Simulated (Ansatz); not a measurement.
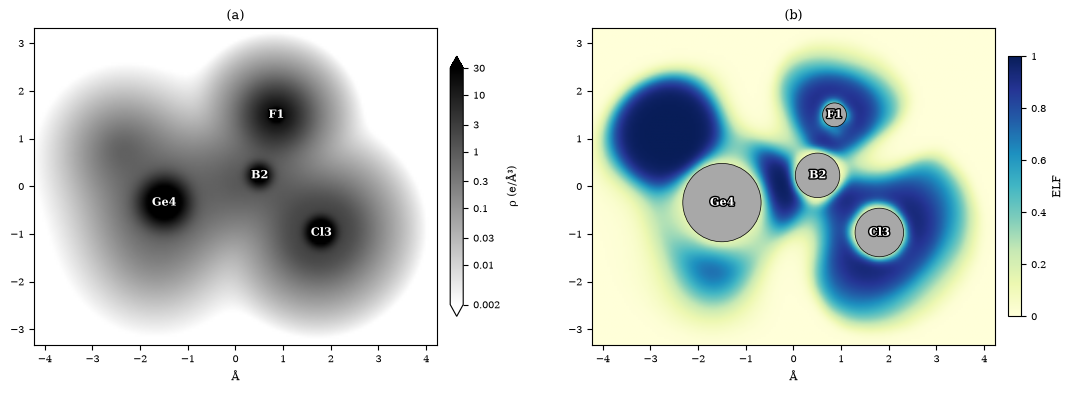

Figure 1: BClFGeH3. (a) electron density; (b) electron localisation function on the plane of atoms F1, B2 and Ge4. Grey discs cover the atomic cores in the ELF map.

Computed with RKS B3LYP/def2-SVP in Ansatz.

Input file:

```
crystal:
  periodic: [false, false, false]
  atoms:
    - { symbol: F, position_ang: [1.6226, -1.6482, 0.328] }
    - { symbol: B, position_ang: [0.2491, -1.0333, 0.423] }
    - { symbol: Cl, position_ang: [-1.1219, -1.9593, 1.2635] }
    - { symbol: Ge, position_ang: [-0.0508, 0.8004, -0.3642] }
    - { symbol: H, position_ang: [1.1667, 1.3401, -1.0329] }
    - { symbol: H, position_ang: [-0.592, 1.7633, 0.7638] }
    - { symbol: H, position_ang: [-0.87107, -0.8428, 0.14403] }
basis:
  gaussian: { orbitals: def2-SVP }
hamiltonian:
  xc: b3lyp
relax:
  f_tol: 0.02
  max_steps: 50
output:
  orbitals: {}
```

Run with:

```sh
ansatz run input.yaml --threads 2 --pin off --max-ram 3072MiB --backend cpu --events-out ev --progress --plain --runs-dir out
```

The fields are those of the relaxed geometry.

Describe what can be read from this map.

Answer.
- Atoms in the plane: F, B, Cl and Ge.
- B–F (1.32 Å): ρ at the midpoint is about 2.2 e/Å³; the ELF peaks at about 0.90 between the atoms (a shared but strongly polarised pair).
- B–Cl (1.77 Å): the density is about 1.3 e/Å³ at the midpoint; the ELF peaks at about 0.90 between the atoms: a shared but strongly polarised pair.
- Ge–B (2.09 Å): the density is about 0.76 e/Å³ at the midpoint; the ELF peaks at about 1 in the valence shell of B, 0.8 Å from its nucleus, and is about 0.85 at the midpoint.
- The ELF also peaks beside Cl3 and F1, away from the bonds: lone-pair regions.
